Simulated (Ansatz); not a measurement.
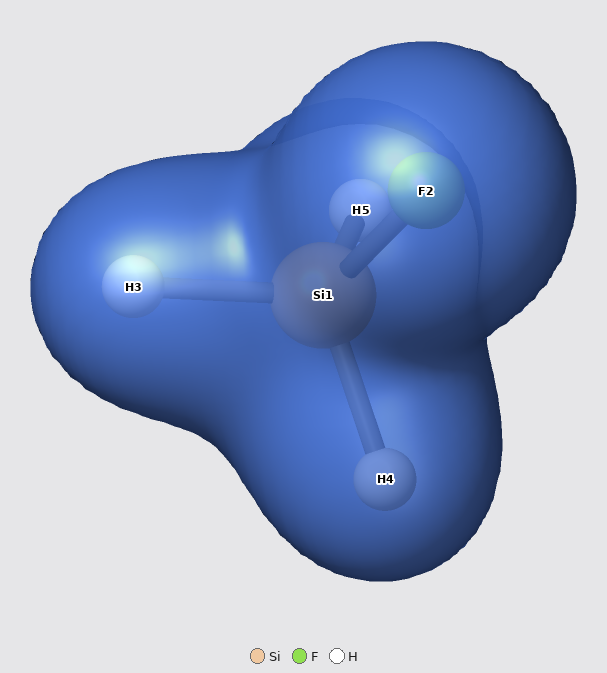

*FH₃Si. Isosurface of the total electron density at 0.1 e/Å³ (blue), seen at an oblique angle.*

Geometry: PBE0-D4/def2-TZVP.

Level of theory: RKS PBE0-D4/def2-TZVPPD (Ansatz).

Input

```
crystal:
  periodic: [false, false, false]
  atoms:
    - {symbol: Si, position_ang: [-0.032885, -0.042827, 2.049414]}
    - {symbol: F, position_ang: [0.191958, 1.175059, 1.032145]}
    - {symbol: H, position_ang: [0.243522, 0.451288, 3.418740]}
    - {symbol: H, position_ang: [0.903837, -1.131372, 1.686930]}
    - {symbol: H, position_ang: [-1.437700, -0.496683, 1.930142]}
basis:
  gaussian: {orbitals: "def2-TZVPPD.json"}
hamiltonian: {xc: pbe0, dispersion: d4}
output: {orbitals: {seedname: orbitals}}
```

Launched as:

```sh
ansatz run in.yaml --threads 4 --pin off --events-out ev --progress --plain --max-ram 9574MiB
```

How is the density connected at this value?

Answer. At this value the surface is in one piece. It bridges the sampled Si–F (1.60 Å) and Si–H (1.48 Å) contacts, where the density stays above the isovalue. On the grid the lowest density along these lines, outside the cores, is 0.99 e/Å³ (Si–F, 1.60 Å) and 0.83 e/Å³ (Si–H, 1.48 Å).
